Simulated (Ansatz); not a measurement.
## KZn6Ge: relaxing a made-up structure

Starting from a made-up structure for KZn6Ge, the aim is the relaxed cell, its shortest contacts and, where a second run follows, its electronic structure.

Method: DFT, PBEsol, plane-wave PAW, files of the set soft_1, scalar-relativistic, no spin, cell and ions relaxed at zero pressure; PAW set soft_1, in Ansatz 0.2.0.

### Step 1. Set-up

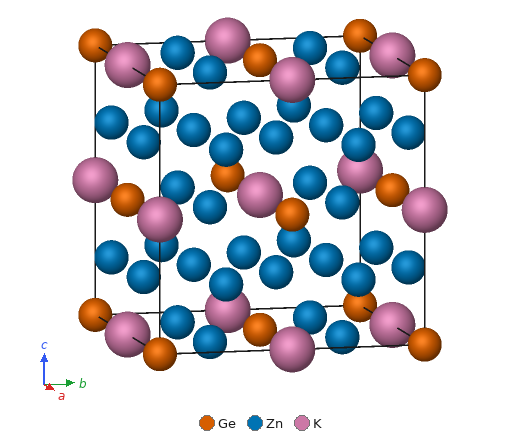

The cell as given, slightly off an axis (germanium orange, zinc blue, potassium pink). This picture shows the conventional cell, with its axes. Some periodic images of atoms are drawn too.

### Step 2. Relaxation of the guess

The guessed cell has no reason to be at equilibrium. It is relaxed with the atoms, within the space group of the guess.

Input file input.yaml:

```yaml
crystal:
  lattice:
    - [0.0, 4.4375, 4.4375]
    - [4.4375, 0.0, 4.4375]
    - [4.4375, 4.4375, 0.0]
  atoms:
    - { symbol: Ge, position: [0.0, 0.0, 0.0] }
    - { symbol: Zn, position: [0.5, 0.0, 0.5] }
    - { symbol: Zn, position: [0.0, 0.5, 0.0] }
    - { symbol: Zn, position: [0.0, 0.0, 0.5] }
    - { symbol: Zn, position: [0.0, 0.5, 0.5] }
    - { symbol: Zn, position: [0.5, 0.5, 0.0] }
    - { symbol: Zn, position: [0.5, 0.0, 0.0] }
    - { symbol: K, position: [0.5, 0.5, 0.5] }
kpoints:
  mp_grid: { grid: [5, 5, 5] }
scf:
  occupations: { method: fermi_dirac, width: 0.05 }
hamiltonian:
  xc: pbesol
  pseudopotentials: { kind: paw, azcp: { folder: soft_1 }, xc_functional: pbe }
relax:
  f_tol: 0.015
  max_steps: 70
  cell: {}
output:
  forces: true
  stress: true
```

On the command line:

```sh
$ ansatz run input.yaml --threads 4 --pin off --max-ram 10240MiB --backend cpu --events-out ev --progress --plain --runs-dir out
```

Numbers of over 12 decimals in the logs are rounded to 6 here.

The log of the run:

```text
Engine: ansatz 0.2.0, aarch64-unknown-linux-gnu
Pseudopotentials: kind: paw
Pseudopotential: Ge, paw, valence charge 14, recommended cutoff 420 eV (normal), soft_1/Ge.paw.azcp
Pseudopotential: Zn, paw, valence charge 12, recommended cutoff 420 eV (normal), soft_1/Zn.paw.azcp
Pseudopotential: K, paw, valence charge 9, recommended cutoff 420 eV (normal), soft_1/K.paw.azcp
Functional definition: PBEsol
  exchange = pbesol_x
  correlation = pbesol_c
Crystal: 8 atoms, lattice volume = 174.761 Å³
Basis set: ecut = 420 eV, 3479 PW (Γ), exchange–correlation on 90×90×90 points (8 copies of the dense FFT grid, shifted against one another)
Bands: 57, of which v1, the nominal top of the filled ones, is band 48 counted from 1 (47 counted from 0)
Symmetry: 48 space group operations
Space group: Fm-3m (ITA 225), of the structure as read, at distance tolerance 5.6e-5 Å
k-points: 10 of 125
Non-local potential: Ge, projectors of the file, l = 0: 2, l = 1: 2, l = 2: 3, l = 3: 1
Non-local potential: Zn, projectors of the file, l = 0: 2, l = 1: 2, l = 2: 3, l = 3: 1
Non-local potential: K, projectors of the file, l = 0: 3, l = 1: 2, l = 2: 2
PAW form: soft (Blöchl's): semilocal exchange-correlation on the pseudo side does not see the compensation charge
PAW frozen core: Ge, regenerated for the run's functional, and the local potential with it (the file was generated under x = pbe(κ = 0.804, μ = 0.219515), c = pbe(β = 0.066725))
PAW frozen core: Zn, regenerated for the run's functional, and the local potential with it (the file was generated under x = pbe(κ = 0.804, μ = 0.219515), c = pbe(β = 0.066725))
PAW frozen core: K, regenerated for the run's functional, and the local potential with it (the file was generated under x = pbe(κ = 0.804, μ = 0.219515), c = pbe(β = 0.066725))
PAW one-centre angular grid: Ge, 590 points (default); XC on 64 Gauss nodes
PAW one-centre angular grid: Zn, 590 points (default); XC on 64 Gauss nodes
PAW one-centre angular grid: K, 110 points (default); XC on 64 Gauss nodes
Initial density: superposition of atomic densities (chi_scale 0.1, normalization cell, long waves kept (reshape's long-wave potential 0.00 eV rms))
Initial wavefunctions: pseudopotential atomic-orbital guess
Functional: x = pbesol(κ = 0.804, μ = 0.123457), c = pbesol(β = 0.046)
SCF iter   1: F=—  HF=-25452.966791 eV  |F-HF|=—  |Δ(HF+E_count)|=         —  Δρ=3.80e-2  dr2=5.02e0  ethr=3.10e-3  ⟨swp⟩=9.3  Hψ=2659  notcnv=0  defer=2
preconditioner: auto → Kerker (q_TF=auto, 2.465 Å⁻¹)  [metal: Δε(μ)=0.048 eV  Ē_g=10.391 eV  σ=0.050 eV  W_gap=0.23  n_scr=58 (ndim 8)  ℏωp=27.1 eV  f_vac=0.000  D(μ)=5.93/eV (n_scr^D=58)]
SCF iter   2: F=—  HF=-25451.935324 eV  |F-HF|=—  |Δ(HF+E_count)|=    1.03e0  Δρ=1.88e-2  dr2=1.68e0  ethr=3.10e-3  ⟨swp⟩=2.9  Hψ=1224  notcnv=0  defer=14
SCF iter   3: F=—  HF=-25451.529146 eV  |F-HF|=—  |Δ(HF+E_count)|=   4.06e-1  Δρ=1.28e-2  dr2=6.72e-1  ethr=1.76e-3  ⟨swp⟩=3.7  Hψ=1151  notcnv=0  defer=15
SCF iter   4: F=—  HF=-25451.304092 eV  |F-HF|=—  |Δ(HF+E_count)|=   2.25e-1  Δρ=5.79e-3  dr2=7.27e-2  ethr=7.07e-4  ⟨swp⟩=3.1  Hψ=1120  notcnv=0  defer=15
SCF iter   5: F=—  HF=-25451.293417 eV  |F-HF|=—  |Δ(HF+E_count)|=   1.07e-2  Δρ=2.23e-3  dr2=1.56e-2  ethr=7.65e-5  ⟨swp⟩=2.4  Hψ=1166  notcnv=0  defer=15
SCF iter   6: F=—  HF=-25451.285841 eV  |F-HF|=—  |Δ(HF+E_count)|=   7.58e-3  Δρ=8.56e-4  dr2=2.61e-3  ethr=1.64e-5  ⟨swp⟩=2.0  Hψ=1027  notcnv=0  defer=15
SCF iter   7: F=—  HF=-25451.285645 eV  |F-HF|=—  |Δ(HF+E_count)|=   1.96e-4  Δρ=5.41e-4  dr2=5.95e-4  ethr=2.75e-6  ⟨swp⟩=2.0  Hψ=1027  notcnv=0  defer=15
SCF iter   8: F=—  HF=-25451.285461 eV  |F-HF|=—  |Δ(HF+E_count)|=   1.83e-4  Δρ=1.03e-4  dr2=1.02e-5  ethr=6.26e-7  ⟨swp⟩=2.0  Hψ=981  notcnv=0  defer=15
SCF iter   9: F=—  HF=-25451.285521 eV  |F-HF|=—  |Δ(HF+E_count)|=   5.99e-5  Δρ=3.12e-5  dr2=1.65e-6  ethr=1.07e-8  ⟨swp⟩=2.0  Hψ=1045  notcnv=0  defer=15
SCF iter  10: F=-25451.285521 eV  HF=-25451.285521 eV  |F-HF|=1.03e-8  |Δ(HF+E_count)|=   2.25e-7  Δρ=6.94e-6  dr2=7.85e-8  ethr=1.05e-10  ⟨swp⟩=3.0  Hψ=2381  notcnv=0
SCF 1 converged in 10 iterations: F = -25451.285521 eV  dr2 = 7.85e-8
  greatest PAW one-centre occupation: 0.998 electrons in one spin orbital (limit 2), on the Ge atom at site 0 (counted from 0), in its partial waves of l = 2
relax step   1: F+E_penalty+E_count = -25451.28552090 eV  Δ(F+E_penalty+E_count) = +0.000e0 eV  max|allowed force component| = 3.193e-29 eV/Å  Δτ_max = 0.0000 Å  P = -4.893 GPa  Ω = 174.761 Å³  (10 SCF iters, dr2 threshold 1.00e-7 eV, accepted)
Crystal: 8 atoms, lattice volume = 153.945 Å³
Basis set: ecut = 420 eV, 2975 PW (Γ), exchange–correlation on 90×90×90 points (8 copies of the dense FFT grid, shifted against one another)
Initial density: handed on by an earlier stage of this run
Initial wavefunctions: those handed on with the density
iter 1 solved again at ethr=8.25e-5 eV; its pass at ethr=3.10e-3 eV (dr2=7.83e-2 eV) is discarded
SCF iter   1: F=—  HF=-25451.770803 eV  |F-HF|=—  |Δ(HF+E_count)|=         —  Δρ=7.35e-3  dr2=7.97e-2  ethr=8.25e-5  ⟨swp⟩=1.9  Hψ=3064  notcnv=0
preconditioner: auto → Kerker (q_TF=auto, 2.517 Å⁻¹)  [metal: Δε(μ)=0.046 eV  Ē_g=11.419 eV  σ=0.050 eV  W_gap=0.23  n_scr=50 (ndim 8)  ℏωp=28.9 eV  f_vac=0.000  D(μ)=5.58/eV (n_scr^D=58)]
SCF iter   2: F=—  HF=-25451.751666 eV  |F-HF|=—  |Δ(HF+E_count)|=   1.91e-2  Δρ=2.58e-3  dr2=1.45e-2  ethr=8.25e-5  ⟨swp⟩=2.0  Hψ=1037  notcnv=0
SCF iter   3: F=—  HF=-25451.747589 eV  |F-HF|=—  |Δ(HF+E_count)|=   4.08e-3  Δρ=1.61e-3  dr2=9.44e-3  ethr=1.52e-5  ⟨swp⟩=2.0  Hψ=963  notcnv=0
SCF iter   4: F=—  HF=-25451.745042 eV  |F-HF|=—  |Δ(HF+E_count)|=   2.55e-3  Δρ=8.46e-4  dr2=1.18e-3  ethr=9.94e-6  ⟨swp⟩=2.1  Hψ=944  notcnv=0  defer=1
SCF iter   5: F=—  HF=-25451.744834 eV  |F-HF|=—  |Δ(HF+E_count)|=   2.08e-4  Δρ=1.88e-4  dr2=8.66e-5  ethr=1.24e-6  ⟨swp⟩=2.0  Hψ=1037  notcnv=0  defer=1
SCF iter   6: F=—  HF=-25451.744824 eV  |F-HF|=—  |Δ(HF+E_count)|=   9.97e-6  Δρ=1.31e-4  dr2=3.54e-5  ethr=9.11e-8  ⟨swp⟩=2.0  Hψ=1024  notcnv=0  defer=1
SCF iter   7: F=—  HF=-25451.744825 eV  |F-HF|=—  |Δ(HF+E_count)|=   8.16e-7  Δρ=4.84e-5  dr2=5.66e-6  ethr=3.73e-8  ⟨swp⟩=2.0  Hψ=1027  notcnv=0  defer=1
SCF iter   8: F=-25451.744823 eV  HF=-25451.744823 eV  |F-HF|=2.86e-9  |Δ(HF+E_count)|=   1.80e-6  Δρ=1.29e-5  dr2=1.95e-7  ethr=8.42e-10  ⟨swp⟩=3.0  Hψ=2474  notcnv=0
SCF 2 converged in 8 iterations: F = -25451.744823 eV  dr2 = 1.95e-7
relax step   2: F+E_penalty+E_count = -25451.74482345 eV  Δ(F+E_penalty+E_count) = -4.593e-1 eV  max|allowed force component| = 2.798e-29 eV/Å  Δτ_max = 0.0000 Å  P = -1.534 GPa  Ω = 153.945 Å³  energy of the carried Pulay correction = +9.013e-3 eV  (8 SCF iters, dr2 threshold 8.00e-7 eV, accepted)
Crystal: 8 atoms, lattice volume = 146.017 Å³
Basis set: ecut = 420 eV, 2837 PW (Γ), exchange–correlation on 90×90×90 points (8 copies of the dense FFT grid, shifted against one another)
iter 1 solved again at ethr=1.53e-5 eV; its pass at ethr=3.10e-3 eV (dr2=1.46e-2 eV) is discarded
SCF iter   1: F=—  HF=-25451.777012 eV  |F-HF|=—  |Δ(HF+E_count)|=         —  Δρ=3.54e-3  dr2=1.60e-2  ethr=1.53e-5  ⟨swp⟩=2.0  Hψ=2797  notcnv=0
preconditioner: auto → Kerker (q_TF=auto, 2.540 Å⁻¹)  [metal: Δε(μ)=0.158 eV  Ē_g=11.647 eV  σ=0.050 eV  W_gap=0.50  n_scr=50 (ndim 8)  ℏωp=29.6 eV  f_vac=0.000  D(μ)=6.38/eV (n_scr^D=58)]
SCF iter   2: F=—  HF=-25451.773199 eV  |F-HF|=—  |Δ(HF+E_count)|=   3.81e-3  Δρ=1.13e-3  dr2=2.40e-3  ethr=1.53e-5  ⟨swp⟩=2.0  Hψ=957  notcnv=0
SCF iter   3: F=—  HF=-25451.772414 eV  |F-HF|=—  |Δ(HF+E_count)|=   7.85e-4  Δρ=7.47e-4  dr2=1.60e-3  ethr=2.53e-6  ⟨swp⟩=2.0  Hψ=877  notcnv=0
SCF iter   4: F=—  HF=-25451.772012 eV  |F-HF|=—  |Δ(HF+E_count)|=   4.03e-4  Δρ=4.27e-4  dr2=1.85e-4  ethr=1.68e-6  ⟨swp⟩=2.0  Hψ=951  notcnv=0
SCF iter   5: F=—  HF=-25451.772047 eV  |F-HF|=—  |Δ(HF+E_count)|=   3.53e-5  Δρ=8.28e-5  dr2=1.31e-5  ethr=1.95e-7  ⟨swp⟩=2.0  Hψ=1041  notcnv=0
SCF iter   6: F=—  HF=-25451.772035 eV  |F-HF|=—  |Δ(HF+E_count)|=   1.20e-5  Δρ=5.46e-5  dr2=5.69e-6  ethr=1.38e-8  ⟨swp⟩=2.1  Hψ=1041  notcnv=0
SCF iter   7: F=—  HF=-25451.772035 eV  |F-HF|=—  |Δ(HF+E_count)|=   5.17e-7  Δρ=1.81e-5  dr2=8.50e-7  ethr=5.99e-9  ⟨swp⟩=2.0  Hψ=1043  notcnv=0
SCF iter   8: F=-25451.772035 eV  HF=-25451.772035 eV  |F-HF|=1.88e-9  |Δ(HF+E_count)|=   2.68e-7  Δρ=4.67e-6  dr2=2.88e-8  ethr=8.42e-10  ⟨swp⟩=4.0  Hψ=1789  notcnv=0
SCF 3 converged in 8 iterations: F = -25451.772035 eV  dr2 = 2.88e-8
relax step   3: F+E_penalty+E_count = -25451.77203502 eV  Δ(F+E_penalty+E_count) = -2.721e-2 eV  max|allowed force component| = 2.151e-29 eV/Å  Δτ_max = 0.0000 Å  P = +0.709 GPa  Ω = 146.017 Å³  energy of the carried Pulay correction = +1.300e-2 eV  (8 SCF iters, dr2 threshold 8.00e-7 eV, accepted)
[...]
relax step   4: F+E_penalty+E_count = -25451.77567404 eV  Δ(F+E_penalty+E_count) = -3.639e-3 eV  max|allowed force component| = 8.756e-29 eV/Å  Δτ_max = 0.0000 Å  P = -0.049 GPa  Ω = 148.434 Å³  energy of the carried Pulay correction = +1.175e-2 eV  (6 SCF iters, dr2 threshold 8.00e-7 eV, accepted)
[...]
relax step   5: F+E_penalty+E_count = -25451.76588654 eV  Δ(F+E_penalty+E_count) = +9.787e-3 eV  max|allowed force component| = 1.206e-28 eV/Å  Δτ_max = 0.0000 Å  P = -0.088 GPa  Ω = 148.434 Å³  stress off target by 8.84e-2 GPa  SCF on the basis re-selected at this cell (its energy is not comparable with the rows above)  (8 SCF iters)
[...]
relax step   6: F+E_penalty+E_count = -25451.76609667 eV  Δ(F+E_penalty+E_count) = -2.101e-4 eV  max|allowed force component| = 3.185e-29 eV/Å  Δτ_max = 0.0000 Å  P = -0.003 GPa  Ω = 148.147 Å³  energy of the carried Pulay correction = +1.282e-4 eV  (6 SCF iters, dr2 threshold 1.95e-8 eV, accepted)
iter 1 solved again at ethr=4.90e-8 eV; its pass at ethr=3.10e-3 eV (dr2=4.66e-5 eV) is discarded
SCF iter   1: F=—  HF=-25451.765923 eV  |F-HF|=—  |Δ(HF+E_count)|=         —  Δρ=8.07e-6  dr2=3.95e-8  ethr=4.90e-8  ⟨swp⟩=3.3  Hψ=4297  notcnv=0
preconditioner: auto → Kerker (q_TF=auto, 2.534 Å⁻¹)  [metal: Δε(μ)=0.005 eV  Ē_g=11.658 eV  σ=0.050 eV  W_gap=0.03  n_scr=50 (ndim 8)  ℏωp=29.4 eV  f_vac=0.000  D(μ)=6.13/eV (n_scr^D=58)]
SCF iter   2: F=—  HF=-25451.765929 eV  |F-HF|=—  |Δ(HF+E_count)|=   5.86e-6  Δρ=1.23e-5  dr2=1.10e-7  ethr=4.16e-11  ⟨swp⟩=2.1  Hψ=1019  notcnv=0
SCF iter   3: F=—  HF=-25451.765929 eV  |F-HF|=—  |Δ(HF+E_count)|=   4.67e-9  Δρ=1.54e-6  dr2=4.81e-9  ethr=4.16e-11  ⟨swp⟩=2.0  Hψ=945  notcnv=0
SCF iter   4: F=—  HF=-25451.765929 eV  |F-HF|=—  |Δ(HF+E_count)|=   1.07e-8  Δρ=9.37e-7  dr2=9.78e-10  ethr=5.07e-12  ⟨swp⟩=2.0  Hψ=963  notcnv=0
SCF iter   5: F=—  HF=-25451.765929 eV  |F-HF|=—  |Δ(HF+E_count)|=   1.06e-9  Δρ=2.70e-7  dr2=3.00e-10  ethr=1.03e-12  ⟨swp⟩=2.0  Hψ=1041  notcnv=0
SCF iter   6: F=—  HF=-25451.765929 eV  |F-HF|=—  |Δ(HF+E_count)|=  1.16e-10  Δρ=1.76e-7  dr2=1.04e-10  ethr=1.00e-12  ⟨swp⟩=2.0  Hψ=735  notcnv=0
SCF iter   7: F=-25451.765929 eV  HF=-25451.765929 eV  |F-HF|=0.00e0  |Δ(HF+E_count)|=  3.27e-11  Δρ=3.91e-8  dr2=4.10e-12  ethr=1.00e-12  ⟨swp⟩=4.0  Hψ=1957  notcnv=0
SCF 7 converged in 7 iterations: F = -25451.765929 eV  dr2 = 4.10e-12
relax step   7: F+E_penalty+E_count = -25451.76592856 eV  Δ(F+E_penalty+E_count) = +1.681e-4 eV  max|allowed force component| = 2.698e-29 eV/Å  Δτ_max = 0.0000 Å  P = -0.003 GPa  Ω = 148.147 Å³  stress off target by 3.04e-3 GPa  SCF on the basis re-selected at this cell (its energy is not comparable with the rows above)  (7 SCF iters)
basis re-selected at this cell: Δ(F+E_penalty+E_count) = +1.681e-4 eV, ΔP = +0.000 GPa vs the last step (what re-selecting the basis moved, of the pressure what is left beyond the Pulay correction that the steps carried, after the strain that the cell walked since its last selection, with what the two solves' SCF thresholds leave and, on support functions, any second-order correction that the steps lacked; it is no m [...]
SCF converged after 7 iterations
Free energy (F): -25451.765929 eV
Harris-Foulkes:  -25451.765929 eV  (|F-HF|=0.00e0)
Internal energy: -25451.717550 eV  (E = F + TS)
E sigma→0 (E₀):  -25451.741739 eV
Entropy (-TS):   -0.048379 eV (-6.047 meV/atom)
Fermi energy:    9.122853 eV
--- Per-component energies (eV) ---
  E_band       = -31.066828
  E_kinetic    = 1228.494977
  E_local      = -13692.033341  (includes V_loc(G=0)·N_el)
  E_nonlocal   = 5141.277462
  E_hartree    = 5317.543403
  E_xc         = -669.369771
  E_vxc        = -534.473724  (∫ρ·V_xc dr)
  E_paw        = -13877.393314  (= ΣΔE_a)
  E_vpaw       = -2809.417536  (= ΣTr[D̂ρ^β])
  E_aug_tail   = -0.001512  (compensation charges beyond the density's cutoff)
  E_ewald      = -8906.045413
  E_core_change = 5.809958  (= ΣΔE_core)
  E_smearing   = -0.048379  (= −TS)
  E_closure    = -0.000000  (closes the sum)
  Σ components = -25451.765929   (vs F -25451.765929, Δ=0.00e0)
--- Forces (eV/Å), atoms counted from 1 ---
  atom   1  Ge    -0.00000000     0.00000000     0.00000000
  atom   2  Zn    -0.00000000    -0.00000000    -0.00000000
  atom   3  Zn     0.00000000    -0.00000000     0.00000000
  atom   4  Zn     0.00000000     0.00000000    -0.00000000
  atom   5  Zn     0.00000000    -0.00000000    -0.00000000
  atom   6  Zn     0.00000000    -0.00000000     0.00000000
  atom   7  Zn     0.00000000     0.00000000     0.00000000
  atom   8  K      0.00000000    -0.00000000     0.00000000
  max |Σ_I F_I| component: 8.89e-29 eV/Å
--- Stress (GPa, compression-positive) ---
       -0.003040      -0.000000      -0.000000
       -0.000000      -0.003040      -0.000000
       -0.000000      -0.000000      -0.003040
  P = ⅓ Tr σ = -0.0030 GPa (-0.030 kbar)
--- Relaxed structure (5 steps of the walk, 5 accepted, 2 SCFs on fresh bases) ---
  F+E_penalty+E_count = -25451.76592856 eV   max|allowed force component| = 2.698e-29 eV/Å   (the final SCF, on the basis selected at the relaxed cell)
  cell:  # Å, volume = 148.1475 Å³
    - [0, 4.199730, 4.199730]
    - [4.199730, 0, 4.199730]
    - [4.199730, 4.199730, 0]
  atoms:
    - { symbol: Ge, position: [0, 0, 0] }
    - { symbol: Zn, position: [0.5, 0.0, 0.5] }
    - { symbol: Zn, position: [0.0, 0.5, 0.0] }
    - { symbol: Zn, position: [0, 0, 0.5] }
    - { symbol: Zn, position: [0.0, 0.5, 0.5] }
    - { symbol: Zn, position: [0.5, 0.5, 0.0] }
    - { symbol: Zn, position: [0.5, 0.0, 0.0] }
    - { symbol: K, position: [0.5, 0.5, 0.5] }
```

The job ended after 16 s (4 threads of Arm Neoverse V1, shared host; peak memory 0.64 GiB; 54 s of CPU time).

Step by step:

```tsv
step	energy less that of the first step (eV)	largest force component (eV/Å)	pressure (GPa)	volume (Å³)
1	0.0000	0.0000	-4.89	174.76
2	-0.4593	0.0000	-1.53	153.95
3	-0.4865	0.0000	0.71	146.02
4	-0.4902	0.0000	-0.05	148.43
5*	-0.4804	0.0000	-0.09	148.43
6	-0.4806	0.0000	0.00	148.15
7*	-0.4804	0.0000	0.00	148.15
```

Relaxation steps marked * repeat the geometry before them on a plane-wave basis chosen anew for their cell, so energy and pressure can jump there.

Forces are held to the 48 operations that the run works with; a distortion that breaks them can't arise in this run.

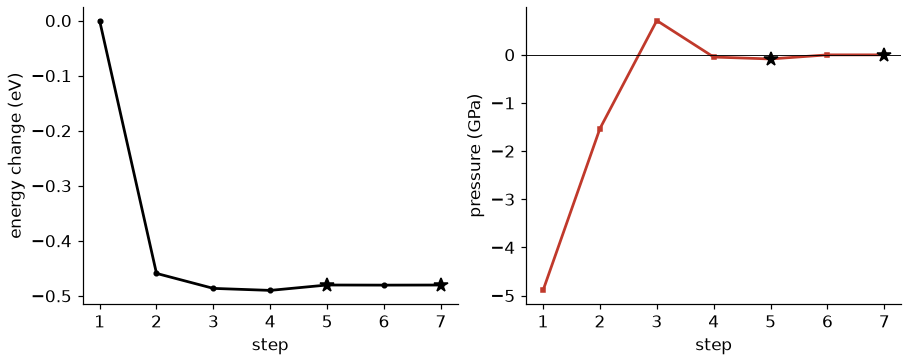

Energy and pressure along the relaxation. Stars mark steps on a basis chosen anew.

```tsv
conventional cell, symmetrised	before	after	change
a (Å)	8.875	8.399	-5.4 %
b (Å)	8.875	8.399	-5.4 %
c (Å)	8.875	8.399	-5.4 %
volume (Å³/atom)	21.85	18.52	-15.2 %
```

The relaxed structure:

```xyz
8
Lattice="0.0000 4.1997 4.1997 4.1997 0.0000 4.1997 4.1997 4.1997 0.0000" Properties=species:S:1:pos:R:3 pbc="T T T"
Ge    0.0000    0.0000    0.0000
Zn    2.0999    4.1997    2.0999
Zn    2.0999    0.0000    2.0999
Zn    2.0999    2.0999    0.0000
Zn    4.1997    2.0999    2.0999
Zn    2.0999    2.0999    4.1997
Zn    0.0000    2.0999    2.0999
K     4.1997    4.1997    4.1997
```

Numbers from this step:

| Quantity | Value |
| --- | --- |
| free energy | -25451.7659 eV |
| energy at zero smearing | -25451.7417 eV |
| smearing term TS | 0.04838 eV |
| Fermi energy | 9.123 eV |
| electrons | 95 |
| symmetry operations | 48 |
| pressure | -0.003040 GPa |

The shortest distance of each pair, which need not be the same contact before and after:

```tsv
pair	guess (Å)	relaxed (Å)
Ge–Zn	3.138	2.970
Zn–Zn	3.138	2.970
K–Zn	3.138	2.970
Ge–K	4.438	4.200
```

The relaxation ends with a pressure of 0.00 GPa.

### Step 3. Summary of results

| Quantity | Value |
| --- | --- |
| space group, relaxed | Fm-3m |
| conventional cell | a = 8.399, b = 8.399, c = 8.399 Å; α = 90.0°, β = 90.0°, γ = 90.0° |
| volume per atom | 18.52 Å³ (guess 21.85) |

What this shows: KZn6Ge relaxes to Fm-3m with a = 8.399, b = 8.399 and c = 8.399 Å. The guessed volume was 18 % too large. The space group Fm-3m was held in the relaxation, so the end point is a stationary structure within it and may be a saddle against distortions or other arrangements. Mesh and cutoff weren't tested. No dispersion term is used, so weakly bound directions may come out too long. Nothing here tests whether the compound is stable against decomposition.

[Logs are printed without paths, hosts, clocks, repeated set-up lines and the standing remarks that a program may print on its own settings, such as how far it seeks lower states.]

[Hosts, paths, dates, database ids (printed as entryN), source tags and the programs' standing remarks are cut or masked in the printed files.]
